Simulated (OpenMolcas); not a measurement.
## Spin-orbit calculation, with input and output: BHF (part 3 of 4)

Continued. System: BHF, multiplicity 2, SMILES [BH]F. Method: CASSCF/ANO-RCC-VDZ, DKH2 (OpenMolcas 26.06). The geometry comes from this level: GFN2-xTB.

Geometry of the input (Å):
```
B  -0.3472  0.1780  -0.1802
F  0.6182  0.8141  0.4299
H  -0.2710  -0.9921  -0.2497
```

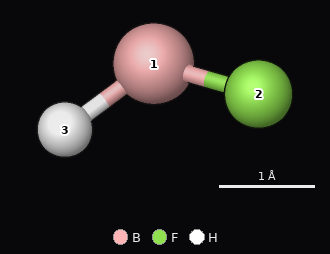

Figure 1. The structure as given in the input (ball-and-stick view, seen at an oblique angle; atoms are numbered from 1 in the order of the input).

**The program's output, continued**
```
      Expectation values of various properties for root number:  1
      -----------------------------------------------------------

++    Molecular properties:
      ---------------------

      Charge (e):
                      =   -0.0000
      Dipole Moment (debye):
      Origin of the operator (angstrom)=    0.2466    0.5296    0.1913
                   X=  2.4791E+00               Y=  1.2492E+00               Z=  1.5297E+00           Total=  3.1696E+00
      Quadrupole Moment (debye*angstrom):
      Origin of the operator (angstrom)=    0.2466    0.5296    0.1913
                  XX= -1.4213E+01              XY= -2.9852E-01              XZ= -5.3347E-01              YY= -1.3250E+01
                  YZ= -1.6243E-01              ZZ= -1.3644E+01
      In traceless form (debye*angstrom)
                  XX= -7.6598E-01              XY= -4.4777E-01              XZ= -8.0021E-01              YY=  6.7861E-01
                  YZ= -2.4365E-01              ZZ=  8.7377E-02
--

      Mulliken spin population analysis for root number:  1
      ---------------------------------------------------

++    Molecular charges:
      ------------------

      Mulliken spin population per centre
      ---------------------------

                B1      F2      H3
      Total    2.0425  0.9399  0.0175

      Total electronic spin=    3.000000
--

      LoProp population analysis for root number:  1
      -----------------------------------------------

++    LoProp analysis:
      ----------------

++    Static properties:
      ------------------

      LoProp Charges per center

                   B1       F2       H3
      Nuclear      5.0000   9.0000   1.0000
      Electronic  -5.3792  -8.6170  -1.0038

      Total       -0.3792   0.3830  -0.0038
--

      Natural Bond Order analysis for root number:  1

++    Natural Bond Order analysis
      ---------------------------
      Based on LoProp computed density
      -------------------------------------------------------------------------------------
      Atom A       Atom B       Bond Order
      -------------------------------------------------------------------------------------
      NBO located      0.993 non-bonded electrons on atom B1
      NBO located      0.999 non-bonded electrons on atom F2
      NBO located      1.008 non-bonded electrons on atom F2
      The remaining    4.704 electrons are to be considered as diffuse
--

--

      Average orbitals are written to the RASORB file
      Natural orbitals for root   1 are written to the RASORB.1 file
      Spin density orbitals for root   1 are written to the SPDORB.1 file

--- Stop Module: rasscf /rc=_RC_ALL_IS_WELL_ ---

>>> COPY step6.JobIph JOB002

--- Start Module: rassi ---

                                               &RASSI

                       available to each process: 1.9 GB of memory, 1 thread

      ********************************************************************************
      *                             General data section                             *
      ********************************************************************************

   Specific data for JOBIPH file JOB001
   -------------------------------------

   Header from SEWARD:

   CASSCF title (first line only):
       (No title given)

  STATE IRREP:                1
  SPIN MULTIPLICITY:          2
  ACTIVE ELECTRONS:           3
  MAX RAS1 HOLES:             0
  MAX RAS3 ELECTRONS:         0
  NR OF CONFIG:               8

   Specific data for JOBIPH file JOB002
   -------------------------------------

   Header from SEWARD:

   CASSCF title (first line only):
       (No title given)

  STATE IRREP:                1
  SPIN MULTIPLICITY:          4
  ACTIVE ELECTRONS:           3
  MAX RAS1 HOLES:             0
  MAX RAS3 ELECTRONS:         0
  NR OF CONFIG:               1
  This wave function is of HISPIN type.
  However, the special handling for that case
  is suspected to be buggy. So the variable
  WFTYPE is set to GENERAL.

   The following data are common to all the states:
   ------------------------------------------------
   (note: frozen counts as inactive, deleted as secondary)

      Nr of irreps: 1

                 Total     No./Irrep
      Irrep                  1
                             a

      INACTIVE       6       6
      ACTIVE         3       3
      SECONDARY     11      11
      BASIS         20      20

      RAS1           0       0
      RAS2           3       3
      RAS3           0       0

        MATRIX ELEMENTS WILL BE COMPUTED FOR THE FOLLOWING ONE-ELECTRON OPERATORS, UNLESS ZERO BY SYMMETRY.
   (Herm=Hermitian, Anti=Antihermitian, Sing=Singlet operator, Trip=Triplet operator)
     MLTPL  0   1 (HERMSING)     MLTPL  0   1 (ANTITRIP)     MLTPL  1   1 (HERMSING)
     MLTPL  1   1 (ANTITRIP)     MLTPL  1   2 (HERMSING)     MLTPL  1   2 (ANTITRIP)
     MLTPL  1   3 (HERMSING)     MLTPL  1   3 (ANTITRIP)     MLTPL  2   1 (HERMSING)
     MLTPL  2   2 (HERMSING)     MLTPL  2   3 (HERMSING)     MLTPL  2   4 (HERMSING)
     MLTPL  2   5 (HERMSING)     MLTPL  2   6 (HERMSING)     VELOCITY   1 (ANTISING)
     VELOCITY   2 (ANTISING)     VELOCITY   3 (ANTISING)     ANGMOM     1 (ANTISING)
     ANGMOM     2 (ANTISING)     ANGMOM     3 (ANTISING)     MLTPV  2   1 (ANTISING)
     MLTPV  2   2 (ANTISING)     MLTPV  2   3 (ANTISING)     MLTPV  2   4 (ANTISING)
     MLTPV  2   5 (ANTISING)     MLTPV  2   6 (ANTISING)     AMFI       1 (ANTITRIP)
     AMFI       2 (ANTITRIP)     AMFI       3 (ANTITRIP)

       EIGENSTATES OF A SPIN-FREE HAMILTONIAN WILL BE COMPUTED BASED ON:

  A Hamiltonian matrix computed by RASSI.

  SO coupling elements will be added.

        MATRIX ELEMENTS OVER SPIN EIGENSTATES FOR:
     MLTPL  0   1 (HERMSING)     MLTPL  0   1 (ANTITRIP)     MLTPL  1   1 (HERMSING)
     MLTPL  1   1 (ANTITRIP)     MLTPL  1   2 (HERMSING)     MLTPL  1   2 (ANTITRIP)
     MLTPL  1   3 (HERMSING)     MLTPL  1   3 (ANTITRIP)     MLTPL  2   1 (HERMSING)
     MLTPL  2   2 (HERMSING)     MLTPL  2   3 (HERMSING)     MLTPL  2   4 (HERMSING)
     MLTPL  2   5 (HERMSING)     MLTPL  2   6 (HERMSING)     VELOCITY   1 (ANTISING)
     VELOCITY   2 (ANTISING)     VELOCITY   3 (ANTISING)     ANGMOM     1 (ANTISING)
     ANGMOM     2 (ANTISING)     ANGMOM     3 (ANTISING)     MLTPV  2   1 (ANTISING)
     MLTPV  2   2 (ANTISING)     MLTPV  2   3 (ANTISING)     MLTPV  2   4 (ANTISING)
     MLTPV  2   5 (ANTISING)     MLTPV  2   6 (ANTISING)     AMFI       1 (ANTITRIP)
     AMFI       2 (ANTITRIP)     AMFI       3 (ANTITRIP)

       EIGENSTATES OF SPIN-ORBIT HAMILTONIAN WILL BE COMPUTED

  Nr of states:                    5

   State:        1   2   3   4   5
  JobIph:        1   1   1   1   2
 Root nr:        1   2   3   4   1

  HAMILTONIAN MATRIX FOR THE ORIGINAL STATES:

  Diagonal, with energies
   -124.76027748   -124.64858484   -124.40772783   -124.38844197   -124.47794703

      OVERLAP MATRIX FOR THE ORIGINAL STATES:

  Diagonal, with elements
      1.00000000      1.00000000      1.00000000      1.00000000      1.00000000

::    RASSI State    1     Total energy:    -124.76027748069767
::    RASSI State    2     Total energy:    -124.64858484064024
::    RASSI State    3     Total energy:    -124.40772782875270
::    RASSI State    4     Total energy:    -124.38844197271119
::    RASSI State    5     Total energy:    -124.47794702916021

      ****************************************************************************************************
      *                                         Spin-free section                                        *
      *                 Note: index according to input order, order according to energy.                 *
      ****************************************************************************************************

  SPIN-FREE ENERGIES:
  (Shifted by EMIN (a.u.) =       -124.7602774807)

 SF State       Relative EMIN(au)   Rel lowest level(eV)    D:o, cm**(-1)

     1             0.0000000000        0.0000000000              0.0000
     2             0.1116926401        3.0393115694          24513.7010
     5             0.2823304515        7.6826029658          61964.3718
     3             0.3525496519        9.5933647500          77375.7049
     4             0.3718355080       10.1181596278          81608.4610

++ Dipole transition strengths (spin-free states):
   -----------------------------------------------
     for osc. strength at least  1.00000000E-05

      From   To        Osc. strength     Einstein coefficients Ax, Ay, Az (sec-1)    Total A (sec-1)
     -----------------------------------------------------------------------------------------------
         1    2       3.08041998E-02  2.99437231E+06  8.61931350E+04  9.26667563E+06  1.23472411E+07
         1    3       1.18975186E-02  1.15224209E+07  3.31673643E+05  3.56584026E+07  4.75124972E+07
         1    4       9.32011545E-02  2.25818162E+08  9.80197939E+07  9.01940307E+07  4.14031987E+08
         2    3       1.54156071E-02  2.00750359E+07  1.54635924E+06  7.11220912E+06  2.87336042E+07
         2    4       1.71804442E-02  9.05951412E+06  2.60778629E+05  2.80364601E+07  3.73567529E+07
         3    4       2.15148938E-03  6.23539288E+03  1.79485961E+02  1.92966518E+04  2.57115306E+04
     -----------------------------------------------------------------------------------------------
--

++ Velocity transition strengths (spin-free states):
   -------------------------------------------------
     for osc. strength at least  1.00000000E-05

      From   To        Osc. strength     Einstein coefficients Ax, Ay, Az (sec-1)    Total A (sec-1)
     -----------------------------------------------------------------------------------------------
         1    2       5.04082218E-02  4.90001313E+06  1.41047094E+05  1.51640569E+07  2.02051172E+07
         1    3       2.81387414E-03  2.72516012E+06  7.84439354E+04  8.43354475E+06  1.12371488E+07
         1    4       3.76203155E-02  9.11507006E+07  3.95653423E+07  3.64065006E+07  1.67122543E+08
         2    3       5.96171342E-03  6.06073858E+06  2.63075534E+06  2.42071932E+06  1.11122132E+07
         2    4       4.11778162E-03  2.17136998E+06  6.25030257E+04  6.71973427E+06  8.95360727E+06
         3    4       1.45133507E-01  4.20622292E+05  1.21076295E+04  1.30169863E+06  1.73442855E+06
     -----------------------------------------------------------------------------------------------
--

++ Length and velocity gauge comparison (spin-free states):
   --------------------------------------------------------

 --------------------------------------------------
 A comparison between the dipole oscillator strengths in
 length and velocity gauge will be performed

     All dipole oscillator differences above the tolerance of   1.00000000E-01  will be printed

 Due to basis set deficiency these oscillator may be problematic

 The tolerance is defined as ABS(1-O_l/O_v)
 O_l : dipole oscillator strength in length gauge
 O_p : dipole oscillator strength in velocity gauge
 --------------------------------------------------

  Problematic transitions have been found

      From   To       Difference (%) Osc. st. (len.) Osc. st. (vel.)
     ---------------------------------------------------------------
         1    2            38.890525  3.08041998E-02  5.04082218E-02
         1    3           322.816303  1.18975186E-02  2.81387414E-03
         1    4           147.741554  9.32011545E-02  3.76203155E-02
         2    3           158.576789  1.54156071E-02  5.96171342E-03
         2    4           317.225725  1.71804442E-02  4.11778162E-03
         3    4            98.517579  2.15148938E-03  1.45133507E-01
     ---------------------------------------------------------------

 Number of problematic transitions =                     6

--

 Electric-dipole - electric-octupole not included
 Electric-dipole - magnetic-quadrupole not included

      ****************************************************************************************************
      *                                         Spin-orbit section                                       *
      ****************************************************************************************************

 Complex SO-Hamiltonian matrix elements over
 spin components of spin-free eigenstates (SFS):
 (In cm-1. Print threshold:     10.000 cm-1)
 ----------------------------------------------------------------------

  I1  S1  MS1    I2  S2  MS2    Real part    Imag part      Absolute
     3  0.5 -0.5    2  0.5  0.5        18.905       -10.063        21.416
     4  0.5  0.5    1  0.5 -0.5       -18.905       -10.063        21.416
     5  0.5 -0.5    1  0.5 -0.5         0.000        10.580        10.580
     5  0.5 -0.5    2  0.5  0.5        28.479       -13.780        31.637
     6  0.5  0.5    1  0.5 -0.5       -28.479       -13.780        31.637
     6  0.5  0.5    2  0.5  0.5         0.000       -10.580        10.580
     7  0.5 -0.5    6  0.5  0.5        12.065        -6.329        13.624
     8  0.5  0.5    5  0.5 -0.5       -12.065        -6.329        13.624
     9  1.5 -1.5    3  0.5 -0.5        34.575       -13.737        37.204
    10  1.5 -0.5    3  0.5 -0.5         0.000       -12.867        12.867
    10  1.5 -0.5    4  0.5  0.5        19.962        -7.931        21.480
    11  1.5  0.5    3  0.5 -0.5        19.962         7.931        21.480
    11  1.5  0.5    4  0.5  0.5         0.000       -12.867        12.867
    12  1.5  1.5    4  0.5  0.5        34.575        13.737        37.204
 ----------------------------------------------------------------------

       Total energies including SO-coupling:
::    SO-RASSI State    1     Total energy:    -124.76027764205047
::    SO-RASSI State    2     Total energy:    -124.76027764205047
::    SO-RASSI State    3     Total energy:    -124.64858498978263
::    SO-RASSI State    4     Total energy:    -124.64858498978263
::    SO-RASSI State    5     Total energy:    -124.47794702931941
::    SO-RASSI State    6     Total energy:    -124.47794702931941
::    SO-RASSI State    7     Total energy:    -124.47794678946558
::    SO-RASSI State    8     Total energy:    -124.47794678946558
::    SO-RASSI State    9     Total energy:    -124.40772798230601
::    SO-RASSI State   10     Total energy:    -124.40772798230601
::    SO-RASSI State   11     Total energy:    -124.38844174819810
::    SO-RASSI State   12     Total energy:    -124.38844174819810

   Eigenvalues of complex Hamiltonian:
   -----------------------------------
  (Shifted by EMIN (a.u.) =       -124.7602774807)

 SO State       Relative EMIN(au)   Rel lowest level(eV)    D:o, cm**(-1)

     1            -0.0000001614        0.0000000000              0.0000
     2            -0.0000001614        0.0000000000              0.0000
     3             0.1116924909        3.0393119017          24513.7037
     4             0.1116924909        3.0393119017          24513.7037
     5             0.2823304514        7.6826073521          61964.4072
     6             0.2823304514        7.6826073521          61964.4072
     7             0.2823306912        7.6826138788          61964.4598
     8             0.2823306912        7.6826138788          61964.4598
     9             0.3525494984        9.5933649622          77375.7066
    10             0.3525494984        9.5933649622          77375.7066
    11             0.3718357325       10.1181701277          81608.5457
    12             0.3718357325       10.1181701277          81608.5457

 Weights of the five most important spin-orbit-free states for each spin-orbit state.

 SO State  Total energy (au)           Spin-free states, spin, and weights
 -------------------------------------------------------------------------------------------------------
    1        -0.000000       1 0.5  1.0000    2 0.5  0.0000    3 0.5  0.0000    5 1.5  0.0000    4 0.5  0.0000
    2        -0.000000       1 0.5  1.0000    2 0.5  0.0000    3 0.5  0.0000    5 1.5  0.0000    4 0.5  0.0000
    3         0.111692       2 0.5  1.0000    5 1.5  0.0000    1 0.5  0.0000    4 0.5  0.0000    3 0.5  0.0000
    4         0.111692       2 0.5  1.0000    5 1.5  0.0000    1 0.5  0.0000    4 0.5  0.0000    3 0.5  0.0000
    5         0.282330       5 1.5  1.0000    3 0.5  0.0000    2 0.5  0.0000    4 0.5  0.0000    1 0.5  0.0000
    6         0.282330       5 1.5  1.0000    3 0.5  0.0000    2 0.5  0.0000    4 0.5  0.0000    1 0.5  0.0000
    7         0.282331       5 1.5  1.0000    2 0.5  0.0000    3 0.5  0.0000    4 0.5  0.0000    1 0.5  0.0000
    8         0.282331       5 1.5  1.0000    2 0.5  0.0000    3 0.5  0.0000    4 0.5  0.0000    1 0.5  0.0000
    9         0.352549       3 0.5  1.0000    4 0.5  0.0000    1 0.5  0.0000    5 1.5  0.0000    2 0.5  0.0000
   10         0.352549       3 0.5  1.0000    4 0.5  0.0000    1 0.5  0.0000    5 1.5  0.0000    2 0.5  0.0000
   11         0.371836       4 0.5  1.0000    3 0.5  0.0000    2 0.5  0.0000    5 1.5  0.0000    1 0.5  0.0000
   12         0.371836       4 0.5  1.0000    3 0.5  0.0000    2 0.5  0.0000    5 1.5  0.0000    1 0.5  0.0000
 -------------------------------------------------------------------------------------------------------
```
